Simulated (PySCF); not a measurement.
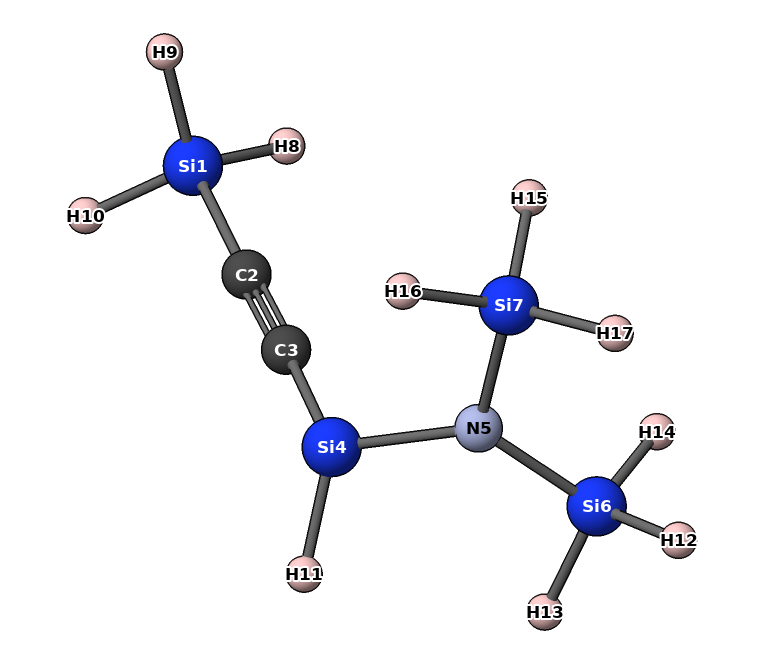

The questions are on Mulliken spin populations. Charge 0, doublet. The computed structure is the end point of a GFN2-xTB optimisation. No frequency run is at hand to confirm it as a minimum. Level of theory: UKS B3LYP, pcH-1 on C H N Si, non-relativistic (PySCF 2.14.0).

Give the Mulliken spin populations atom by atom.

```
atom  value (e)
 Si1      −0.01
  C2       0.21
  C3      −0.11
 Si4       0.87
  N5       0.01
 Si6       0.01
 Si7       0.00
  H8       0.01
  H9       0.01
 H10       0.00
 H11       0.00
 H12       0.00
 H13       0.00
 H14       0.01
 H15       0.00
 H16       0.00
 H17       0.00
```

Mulliken values depend strongly on the basis set. The geometry is semi-empirical. Around Si such bond lengths and angles can be off by a tenth of an ångström or more and by several degrees, and values that hang on the shape move with them.
